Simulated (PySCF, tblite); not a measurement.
# C7H10OSSi: geometry, infrared bands and NMR shifts

Aim: predict the infrared bands and NMR shifts of C7H10OSSi (`C#C[SiH2]/C(=C/SC)C(C)=O`).

Programs: tblite 0.8.0 and PySCF 2.14.0, with density-fitted response routines of our own. Each step states its level of theory. These are calculated values for one molecule in the gas phase, unless marked as measured. Atoms are numbered from 0 throughout.

## (1) Starting geometry

20 atoms, charge 0, multiplicity 1; geometry from: force field or distance geometry start.

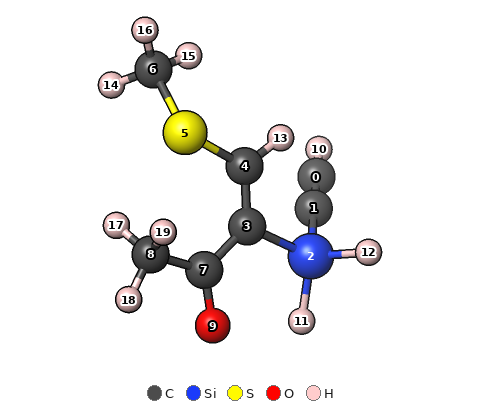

The starting geometry (carbon dark grey, silicon blue, sulfur yellow, oxygen red, hydrogen pink), atoms numbered.

## (2) Relaxing the molecule with GFN2-xTB

Job settings and geometry (Å):

```
{"job": {"kind": "relax", "xc": "GFN2-xTB", "basis": "xTB"}, "charge": 0, "multiplicity": 1}
C      3.359100    -1.890000     0.238500
C      2.893400    -0.848300    -0.219700
Si     2.249400     0.691900    -0.893300
C      0.422800     0.687700    -0.564500
C     -0.217000    -0.439300    -0.830200
S     -1.973500    -0.554700    -0.548300
C     -2.264400    -2.112700     0.350300
C     -0.161300     1.877700    -0.008500
C     -1.595500     2.046100     0.324800
O      0.587600     2.856300     0.202400
H      3.759200    -2.785700     0.626800
H      2.886700     1.872400    -0.304100
H      2.481300     0.766600    -2.338900
H      0.356400    -1.283200    -1.253600
H     -2.338500    -1.908500     1.439100
H     -1.385800    -2.778300     0.165400
H     -3.157000    -2.603600    -0.051900
H     -1.922600     1.339600     1.132300
H     -1.715500     3.114000     0.679500
H     -2.270100     1.962700    -0.558900
```

Started as:

```bash
$ OMP_NUM_THREADS=1 python probes_run.py task.json out
```

The driver reads the jobs from task.json and runs them one after another.

The program printed:

```text
step      E/eV     max force
  0    -788.60413    4.041
  1    -788.54067    9.887
  2    -788.87332    2.173
  3    -788.90791    2.311
  4    -788.96880    0.685
  5    -789.01185    0.772
  6    -789.05275    1.037
  7    -789.08653    0.574
  8    -789.10066    0.298
  9    -789.11607    0.369
 10    -789.13071    0.527
 11    -789.14351    0.391
 12    -789.15250    0.201
 13    -789.15845    0.206
 14    -789.16316    0.230
 15    -789.16825    0.222
 16    -789.17424    0.178
 17    -789.18048    0.179
 18    -789.18639    0.217
 19    -789.19248    0.194
 20    -789.19927    0.204
 21    -789.20690    0.210
 22    -789.21505    0.288
 23    -789.22308    0.251
 24    -789.23094    0.260
 25    -789.23886    0.238
 26    -789.24703    0.288
 27    -789.25581    0.297
 28    -789.26479    0.345
 29    -789.27431    0.368
 30    -789.28521    0.285
 31    -789.29728    0.252
 32    -789.31015    0.296
 33    -789.32265    0.274
 34    -789.33327    0.252
 35    -789.34240    0.298
 36    -789.30806    1.327
 37    -789.35539    0.270
 38    -789.36042    0.213
 39    -789.37175    0.185
 40    -789.37496    0.199
 41    -789.38390    0.190
 42    -789.38913    0.203
 43    -789.39557    0.207
 44    -789.40194    0.216
 45    -789.40941    0.214
 46    -789.41581    0.155
 47    -789.42013    0.163
 48    -789.42310    0.137
 49    -789.42596    0.135
 50    -789.42868    0.126
 51    -789.43086    0.119
 52    -789.43266    0.113
 53    -789.43437    0.125
 54    -789.43661    0.115
 55    -789.43885    0.123
 56    -789.44088    0.151
 57    -789.44273    0.141
 58    -789.44487    0.119
 59    -789.44765    0.126
 60    -789.45108    0.146
 61    -789.45406    0.116
 62    -789.45589    0.083
 63    -789.45699    0.083
 64    -789.45805    0.082
 65    -789.45930    0.088
 66    -789.46063    0.109
 67    -789.46200    0.081
 68    -789.46347    0.074
 69    -789.46509    0.114
 70    -789.46697    0.142
 71    -789.46856    0.131
 72    -789.47000    0.122
 73    -789.47152    0.083
 74    -789.47295    0.121
 75    -789.47431    0.141
 76    -789.47557    0.118
 77    -789.47715    0.079
 78    -789.47825    0.077
 79    -789.47951    0.092
 80    -789.48042    0.106
 81    -789.48136    0.096
 82    -789.48239    0.083
 83    -789.48353    0.074
 84    -789.48442    0.055
 85    -789.48499    0.078
 86    -789.48550    0.084
 87    -789.48613    0.059
 88    -789.48778    0.086
 89    -789.48868    0.097
 90    -789.48952    0.087
 91    -789.48987    0.059
 92    -789.49023    0.042
 93    -789.49074    0.056
 94    -789.49141    0.070
 95    -789.49202    0.061
 96    -789.49255    0.056
 97    -789.49316    0.054
 98    -789.49399    0.070
 99    -789.49478    0.079
100    -789.49527    0.049
101    -789.49549    0.036
102    -789.49568    0.037
103    -789.49596    0.047
104    -789.49626    0.069
105    -789.49646    0.157
106    -789.49676    0.033
107    -789.49702    0.060
108    -789.49730    0.078
109    -789.49755    0.058
110    -789.49778    0.036
111    -789.49805    0.052
112    -789.49845    0.088
113    -789.49891    0.090
114    -789.49929    0.051
115    -789.49958    0.045
116    -789.49987    0.064
117    -789.50020    0.075
118    -789.50057    0.064
119    -789.50091    0.038
120    -789.50120    0.049
121    -789.50148    0.062
122    -789.50174    0.046
123    -789.50201    0.034
124    -789.50214    0.032
125    -789.50232    0.040
126    -789.50246    0.032
127    -789.50261    0.027
128    -789.50277    0.029
129    -789.50298    0.043
130    -789.50327    0.046
131    -789.50361    0.037
132    -789.50390    0.037
133    -789.50415    0.037
134    -789.50441    0.033
135    -789.50468    0.033
136    -789.50494    0.037
137    -789.50521    0.060
138    -789.50552    0.048
139    -789.50592    0.033
140    -789.50608    0.032
141    -789.50620    0.025
142    -789.50628    0.026
143    -789.50637    0.021
144    -789.50647    0.022
145    -789.50657    0.023
146    -789.50669    0.025
147    -789.50680    0.023
148    -789.50691    0.021
149    -789.50699    0.020
150    -789.50706    0.024
151    -789.50712    0.021
152    -789.50720    0.020
153    -789.50728    0.021
154    -789.50736    0.024
155    -789.50744    0.024
156    -789.50754    0.028
157    -789.50768    0.028
158    -789.50785    0.034
159    -789.50801    0.042
160    -789.50813    0.029
161    -789.50822    0.024
162    -789.50832    0.021
163    -789.50842    0.019
164    -789.50851    0.019
165    -789.50859    0.021
166    -789.50868    0.021
167    -789.50877    0.017
168    -789.50884    0.022
169    -789.50890    0.018
170    -789.50895    0.027
171    -789.50902    0.023
172    -789.50910    0.024
173    -789.50918    0.020
174    -789.50924    0.015
175    -789.50929    0.015
176    -789.50933    0.014
177    -789.50937    0.012
178    -789.50941    0.017
179    -789.50947    0.018
180    -789.50956    0.021
181    -789.50967    0.029
182    -789.50978    0.028
183    -789.50985    0.020
184    -789.50990    0.018
185    -789.50993    0.013
186    -789.50997    0.018
187    -789.51002    0.022
188    -789.51007    0.017
189    -789.51012    0.015
190    -789.51017    0.018
191    -789.51021    0.017
192    -789.51024    0.022
193    -789.51027    0.017
194    -789.51030    0.014
195    -789.51033    0.017
196    -789.51037    0.017
197    -789.51039    0.014
198    -789.51041    0.007
```

It took 1.8 s on 1 thread of Arm Neoverse V2, shared host; peak memory 0.18 GiB.

The steps of the relaxation: (not every step is listed) (the energy doesn't fall at every step)

| step | energy from step 0 (eV) | largest force (eV/Å) |
| --- | --- | --- |
| 0 | 0.0000 | 4.0415 |
| 1 | 0.0635 | 9.8872 |
| 2 | -0.2692 | 2.1728 |
| 3 | -0.3038 | 2.3112 |
| 4 | -0.3647 | 0.6847 |
| 5 | -0.4077 | 0.7724 |
| 6 | -0.4486 | 1.0369 |
| 7 | -0.4824 | 0.5740 |
| 8 | -0.4965 | 0.2983 |
| 26 | -0.6429 | 0.2884 |
| 44 | -0.7978 | 0.2163 |
| 62 | -0.8518 | 0.0827 |
| 80 | -0.8763 | 0.1056 |
| 98 | -0.8899 | 0.0705 |
| 116 | -0.8957 | 0.0641 |
| 134 | -0.9003 | 0.0335 |
| 152 | -0.9031 | 0.0198 |
| 170 | -0.9048 | 0.0273 |
| 188 | -0.9059 | 0.0171 |
| 193 | -0.9061 | 0.0168 |
| 194 | -0.9062 | 0.0137 |
| 195 | -0.9062 | 0.0171 |
| 196 | -0.9062 | 0.0175 |
| 197 | -0.9063 | 0.0136 |
| 198 | -0.9063 | 0.0075 |

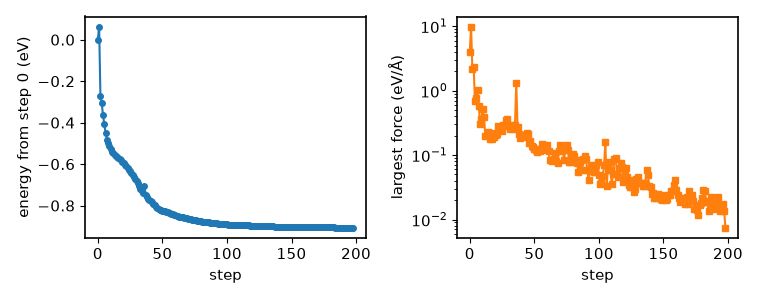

Energy and largest force along the relaxation.

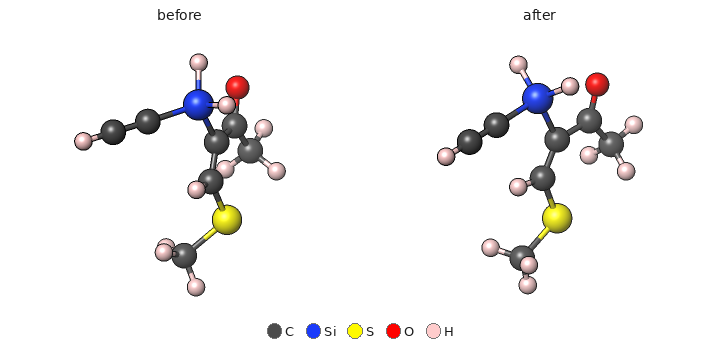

The geometry before (left) and after (right).

Distances of close pairs at the start and the end, largest changes first:

| bond | before (Å) | after (Å) | change (Å) |
| --- | --- | --- | --- |
| C1–Si2 | 1.800 | 1.860 | +0.060 |
| Si2–C3 | 1.856 | 1.901 | +0.045 |
| C8–H18 | 1.132 | 1.087 | -0.044 |
| C4–S5 | 1.783 | 1.741 | -0.041 |
| C8–H17 | 1.122 | 1.089 | -0.033 |
| C6–H15 | 1.118 | 1.086 | -0.032 |
| C0–C1 | 1.230 | 1.202 | -0.027 |
| C7–O9 | 1.250 | 1.224 | -0.027 |

The end geometry stands in the next job.

## (3) Harmonic vibrations with GFN2-xTB

Job settings and geometry (Å):

```
{"job": {"kind": "ir", "xc": "GFN2-xTB", "basis": "xTB"}, "charge": 0, "multiplicity": 1}
C      3.164811    -2.079190    -0.317406
C      2.798563    -0.935785    -0.377761
Si     2.243089     0.837298    -0.456950
C      0.358128     0.735976    -0.233919
C     -0.321855    -0.405045    -0.070643
S     -2.032728    -0.634694     0.158540
C     -2.080347    -2.446896     0.301670
C     -0.143387     2.099051    -0.266923
C     -1.604548     2.390806    -0.098889
O      0.684898     2.984194    -0.432528
H      3.489086    -3.079604    -0.264757
H      2.849911     1.540081     0.671184
H      2.579666     1.358942    -1.779224
H      0.220669    -1.340353    -0.071182
H     -1.459696    -2.761145     1.135606
H     -1.736143    -2.894242    -0.626301
H     -3.114799    -2.719483     0.484202
H     -1.948490     2.011619     0.862476
H     -1.775815     3.463246    -0.153725
H     -2.176163     1.885905    -0.876202
```

The program printed:

```text
mode    cm-1     km/mol
  1      36.2      0.11
  2      65.6      1.66
  3      73.3      1.50
  4      86.9      5.80
  5     120.5      0.32
  6     136.8     10.79
  7     142.3      9.37
  8     162.1      0.41
  9     208.5      0.98
 10     226.6      4.43
 11     242.3      2.14
 12     267.5      5.33
 13     302.7      6.23
 14     309.5      0.10
 15     383.7     38.43
 16     474.6     76.48
 17     541.7     33.85
 18     586.7     22.17
 19     628.8     15.73
 20     650.4     11.36
 21     676.8     15.01
 22     683.6     42.17
 23     701.2     94.51
 24     726.4    285.72
 25     729.9     65.18
 26     743.6    208.18
 27     803.7      0.32
 28     825.8      9.48
 29     927.4     25.37
 30     941.0      0.78
 31     959.9     18.00
 32     991.8     25.75
 33    1019.4      5.38
 34    1215.6    107.85
 35    1311.6     85.02
 36    1320.2     27.81
 37    1370.1     30.33
 38    1444.0     12.94
 39    1446.9     20.20
 40    1449.5      6.11
 41    1453.7     14.36
 42    1592.7    545.52
 43    1660.3    284.96
 44    2209.3     27.70
 45    2269.9    193.57
 46    2274.2    373.93
 47    3009.3      8.79
 48    3019.6      6.29
 49    3031.5      2.95
 50    3038.8      6.41
 51    3044.2     14.49
 52    3045.5      4.25
 53    3063.8      2.94
 54    3345.1      4.09
```

Wall time 0.95 s (1 thread of Arm Neoverse V2, shared host); peak memory 0.18 GiB.

The strongest bands and the atoms that carry them (share of the mass-weighted mode):

| cm⁻¹ | km/mol | atoms |
| --- | --- | --- |
| 701 | 94.5 | C4 31 %, H11 12 %, H12 11 % |
| 726 | 285.7 | H11 19 %, H12 19 %, C6 16 %, Si2 11 % |
| 744 | 208.2 | H11 44 %, H12 43 % |
| 1216 | 107.8 | H13 48 %, C7 35 % |
| 1593 | 545.5 | C3 57 %, C4 37 % |
| 1660 | 285.0 | C7 58 %, O9 36 % |
| 2270 | 193.6 | H11 80 %, H12 17 % |
| 2274 | 373.9 | H12 80 %, H11 16 % |

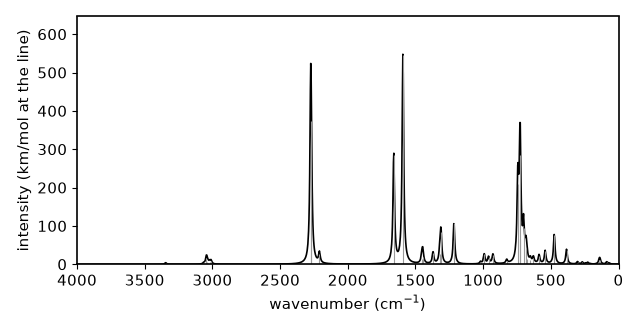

The infrared spectrum from these modes, unscaled. Lines are broadened to a width of 14 cm⁻¹ (Lorentzian).

## (4) NMR shieldings: PBE0/pcSseg-1

The job, as its differences from that of step 3:

```diff
@@ -1,2 +1,2 @@
-{"job": {"kind": "ir", "xc": "GFN2-xTB", "basis": "xTB"}, "charge": 0, "multiplicity": 1}
+{"job": {"kind": "nmr", "xc": "PBE0", "basis": "pcSseg-1"}, "charge": 0, "multiplicity": 1}
 C      3.164811    -2.079190    -0.317406
```

Level: GIAO PBE0/pcSseg-1 NMR shielding, non-relativistic, gas phase.

The program printed:

```text
coarse grid: 18136 points
cycle   1  E = -1034.6198980630  dE =  1.323e+00  |g| = 8.517e-01  |ddm| = 4.347e+00
cycle   2  E = -1034.1502833934  dE =  4.696e-01  |g| = 1.705e+00  |ddm| = 3.370e+00
cycle   3  E = -1034.7621706859  dE = -6.119e-01  |g| = 2.609e-01  |ddm| = 2.820e+00
cycle   4  E = -1034.7775496530  dE = -1.538e-02  |g| = 7.113e-02  |ddm| = 3.494e-01
cycle   5  E = -1034.7785533266  dE = -1.004e-03  |g| = 3.404e-02  |ddm| = 1.135e-01
cycle   6  E = -1034.7788312440  dE = -2.779e-04  |g| = 1.043e-02  |ddm| = 4.041e-02
cycle   7  E = -1034.7788530815  dE = -2.184e-05  |g| = 4.970e-03  |ddm| = 1.034e-02
cycle   8  E = -1034.7788591764  dE = -6.095e-06  |g| = 1.080e-03  |ddm| = 4.582e-03
final grid: 167056 points
cycle   9  E = -1034.8528407097  dE = -2.212e-05  |g| = 1.430e-02  |ddm| = 4.325e-02
cycle  10  E = -1034.8527345796  dE =  1.061e-04  |g| = 2.728e-02  |ddm| = 3.784e-02
cycle  11  E = -1034.8528809092  dE = -1.463e-04  |g| = 3.405e-03  |ddm| = 2.828e-02
cycle  12  E = -1034.8528834331  dE = -2.524e-06  |g| = 3.767e-04  |ddm| = 3.778e-03
cycle  13  E = -1034.8528834608  dE = -2.773e-08  |g| = 2.089e-04  |ddm| = 6.374e-04
cycle  14  E = -1034.8528834712  dE = -1.032e-08  |g| = 6.611e-05  |ddm| = 2.518e-04
cycle  15  E = -1034.8528834722  dE = -1.015e-09  |g| = 2.193e-05  |ddm| = 8.712e-05
cycle  16  E = -1034.8528834723  dE = -1.000e-10  |g| = 9.689e-06  |ddm| = 2.445e-05
converged SCF energy = -1034.8528834723

GIAO shielding tensors (ppm)
atom      isotropic    diamagn.    paramagn.     s11        s22        s33       span
  0 C       83.398     261.035    -177.637     -3.223      4.552    248.866    252.090
  1 C       96.418     261.716    -165.298     -1.279      2.129    288.404    289.683
  2 Si     428.370     881.563    -453.193    410.544    419.540    455.026     44.482
  3 C       49.080     261.012    -211.932    -18.503     30.391    135.353    153.855
  4 C       22.450     265.035    -242.586    -87.961     24.557    130.753    218.714
  5 S      429.436    1059.222    -629.786    234.420    453.136    600.751    366.331
  6 C      163.671     251.926     -88.256    141.969    161.044    188.000     46.031
  7 C      -18.686     250.616    -269.302    -97.916    -59.753    101.610    199.526
  8 C      154.344     253.874     -99.530    139.832    142.175    181.024     41.192
  9 O     -311.350     400.403    -711.754   -837.404   -372.965    276.317   1113.721
 10 H       29.835      33.529      -3.695     24.257     25.440     39.808     15.551
 11 H       27.050      28.971      -1.921     23.173     25.940     32.038      8.865
 12 H       27.046      28.713      -1.667     23.150     25.900     32.088      8.938
 13 H       24.097      38.067     -13.970     19.206     19.688     33.397     14.190
 14 H       29.078      31.285      -2.207     24.414     27.271     35.549     11.135
 15 H       29.026      30.843      -1.817     24.355     27.121     35.601     11.245
 16 H       29.519      28.631       0.888     24.562     26.708     37.287     12.725
 17 H       29.180      31.300      -2.119     25.160     30.836     31.544      6.383
 18 H       29.257      27.409       1.848     25.232     27.628     34.911      9.679
 19 H       29.168      31.050      -1.882     25.092     30.906     31.508      6.416
```

Run time: 57 s. Hardware: 1 thread of Arm Neoverse V2, shared host; peak memory 0.99 GiB.

The references, computed at this level on geometries of the same kind, shield at (ppm): 1H TMS 31.72, 13C TMS 186.9, 29Si TMS 349.2, 17O H2O 336.1, 33S CS2 504. Their shielding less the atom's gives the shift. The references are single molecules in the gas phase, so shifts against H2O, NH3, PH3, H3PO4 or CFCl3 are not on the usual liquid scales and can be off by tens of ppm. Atoms listed in one row are averaged.

| atoms | environment | σ (ppm) | δ (ppm) | δ scaled to CDCl3 |
| --- | --- | --- | --- | --- |
| C7 | ketone carbonyl carbon | -18.7 | 205.6 | 198.8 |
| C4 | β carbon of a C=C–C=O unit | 22.4 | 164.5 | 154.2 |
| C3 | α carbon of a C=C–C=O unit | 49.1 | 137.8 | 132.6 |
| C0 | terminal alkyne carbon | 83.4 | 103.5 | 99.1 |
| C1 | alkyne carbon | 96.4 | 90.5 | 86.4 |
| C8 | methyl carbon α to a carbonyl | 154.3 | 32.6 | 29.9 |
| C6 | methyl carbon bonded to S | 163.7 | 23.3 | 16.4 |
| H13 | hydrogen on a β carbon of a C=C–C=O unit | 24.10 | 7.62 | 7.29 |
| H11, H12 | hydrogen on a silicon bonded to 2 C | 27.05 | 4.67 | – |
| H17, H18, H19 | hydrogen on a methyl carbon α to a carbonyl | 29.20 | 2.52 | 2.48 |
| H14, H15, H16 | hydrogen on a methyl carbon bonded to S | 29.21 | 2.51 | 2.47 |
| H10 | hydrogen on a terminal alkyne carbon | 29.83 | 1.88 | 1.88 |
| Si2 | silicon bonded to 2 C, 2 H | 428.4 | -79.2 | – |
| S5 | sulfide sulfur | 429 | 74 | – |
| O9 | ketone oxygen | -311.4 | 647.4 | – |

The scaled column applies a straight-line fit of computed shieldings to shifts measured in CDCl3, with any fitted terms for Cl, Br or S neighbours (root-mean-square error 0.16 ppm for H, 1.9 ppm for C).

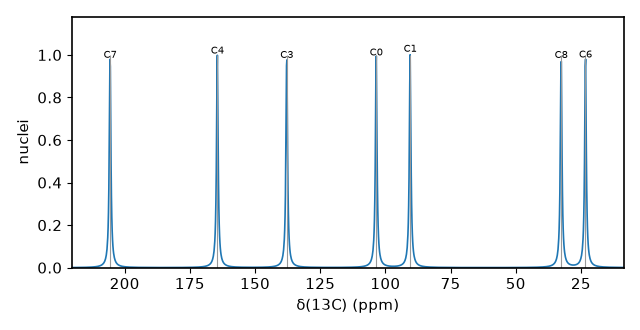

13C lines at the computed shifts, without couplings. Lines are broadened to a width of 0.73 ppm (Lorentzian).

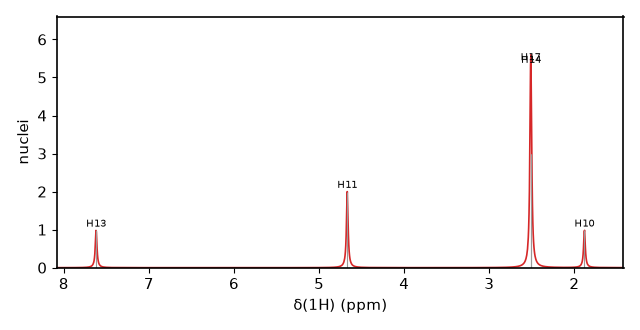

1H lines at the computed shifts, without couplings. Lines are broadened to a width of 0.02 ppm (Lorentzian).

Charges from the same density, by scheme (e):

| atoms | Mulliken | IAO | Hirshfeld | ESP fit |
| --- | --- | --- | --- | --- |
| C0 | -0.21 | -0.21 | -0.10 | -0.29 |
| C1 | -0.21 | -0.33 | -0.15 | -0.27 |
| Si2 | 0.80 | 0.79 | 0.33 | 0.58 |
| C3 | -0.54 | -0.35 | -0.13 | -0.48 |
| C4 | -0.15 | -0.22 | -0.04 | -0.04 |
| S5 | 0.06 | 0.20 | 0.09 | -0.04 |
| C6 | -0.38 | -0.51 | -0.11 | -0.49 |
| C7 | 0.24 | 0.37 | 0.15 | 0.76 |
| C8 | -0.24 | -0.47 | -0.13 | -0.42 |
| O9 | -0.41 | -0.43 | -0.22 | -0.55 |

IAO charges:

C0 -0.21; C1 -0.33; Si2 0.79; C3 -0.35; C4 -0.22; S5 0.20; C6 -0.51; C7 0.37; C8 -0.47; O9 -0.43; H10 0.20; H11 -0.11; H12 -0.11; H13 0.17; H14 0.16; H15 0.16; H16 0.18; H17 0.17; H18 0.17; H19 0.17

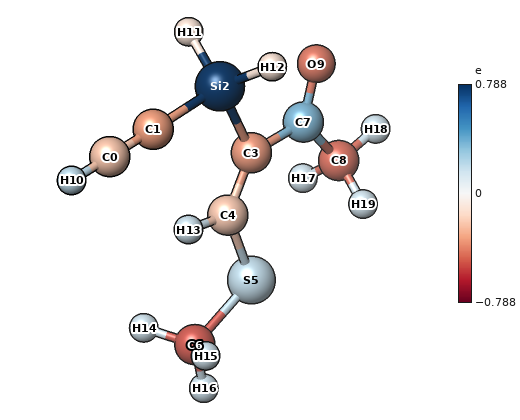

IAO charges, as colours on the atoms.

Mayer bond orders: C0–C1 2.56, C1–Si2 0.88, Si2–C3 0.83, C3–C4 1.74, C4–S5 1.09, S5–C6 0.99, C3–C7 1.04, C7–C8 1.05, C7–O9 1.83.

## (5) Results

| quantity | value |
| --- | --- |
| strongest single infrared mode (GFN2-xTB) | 1593 cm⁻¹, 546 km/mol |
| zero-point energy (GFN2-xTB) | 88.6 kcal/mol |
| 13C shifts against TMS (PBE0/pcSseg-1) | 205.6, 164.5, 137.8, 103.5, 90.5, 32.6, 23.3 ppm |
| 1H shifts against TMS (PBE0/pcSseg-1, means over atoms taken as alike) | 7.62, 4.67, 2.52, 2.51, 1.88 ppm |
| 29Si shifts against TMS (PBE0/pcSseg-1) | -79.2 ppm |
| 33S shifts against CS2 (PBE0/pcSseg-1) | 74 ppm |
| 17O shifts against H2O (PBE0/pcSseg-1) | 647.4 ppm |

What this shows: Over 198 steps the energy fell by 0.906 eV; of the close pairs, C1–Si2 changed most, 1.800 to 1.860 Å. All 54 modes are real, so the xTB geometry is a minimum. The strongest single mode, at 1593 cm⁻¹, moves mainly C3 and C4. Unscaled tight-binding wavenumbers are off by several per cent, some by more. Its intensities can rank the bands wrongly. C7 (ketone carbonyl carbon) lies farthest downfield among carbon, at 205.6 ppm; low-lying n→π* states of the double bond to the heteroatom give a large paramagnetic term (-269 ppm). The most deshielded hydrogen is H13 (hydrogen on a β carbon of a C=C–C=O unit), at 7.62 ppm: attached to an sp2 carbon and in the plane of the double bond. At PBE0/pcSseg-1: Shielding is most anisotropic at O9 (span 1114 ppm, paramagnetic term -712 ppm).
